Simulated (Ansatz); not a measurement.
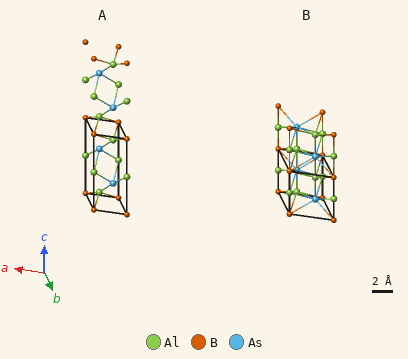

Two geometries of crystalline Al₃BAs₂ (a generated structure, set up in P-3m1), drawn at one scale. One is the start of a relaxation, the other its converged end. A ball-and-stick model of the cell of the calculation, repeated 1 × 1 × 2 with one cell outlined, seen from a free direction.

These are results of DFT PBE, scalar-relativistic, plane waves, PAW (Ansatz 0.2.0), not measurements. (plane-wave cutoff 420 eV; k-point mesh 12 × 12 × 8; occupations gaussian; smearing width 0.1 eV; no spin polarisation; cell and atoms relaxed; force threshold 0.01 eV/Å; at most 80 steps)

Which of the two is the end point?

Answer. Structure A is the relaxed one. Over 28 accepted moves (31 points after the start) the energy falls by 457 meV per atom. The largest force component goes from 0.023 to 0.00055 eV/Å. The pressure goes from 0.25 to 0.00 GPa. The SCF was repeated 3 times at an unchanged geometry on a basis and grid sized afresh for the cell, which shifted the energy by 130 meV per atom at most. The largest moves relative to the cell, 1.01 Å, are those of Al atoms. Largest moves by element: Al 1.01 Å, As 0.46 Å. B stays in place. The drawn cell changes as follows: a = b 4.718 → 3.516 Å (−25.5 %), c 5.066 → 8.952 Å (+76.7 %); the volume changes by −1.9 %. Some distances before and after: Al–As 2.587 → 5.124 Å, Al–B 2.533 → 4.476 Å, Al–As 2.479 → 3.828 Å, Al–B 2.946 → 2.250 Å. Bonds break: Al–As (2.48 → 3.83 Å), Al–As (2.59 → 5.12 Å). Among the angles between lasting bonds that change: Al–As–Al 119.3° → 78.7°, As–Al–As 119.3° → 78.7°, Al–As–Al 65.0° → 97.9°. The space group stays P-3m1 (No. 164).
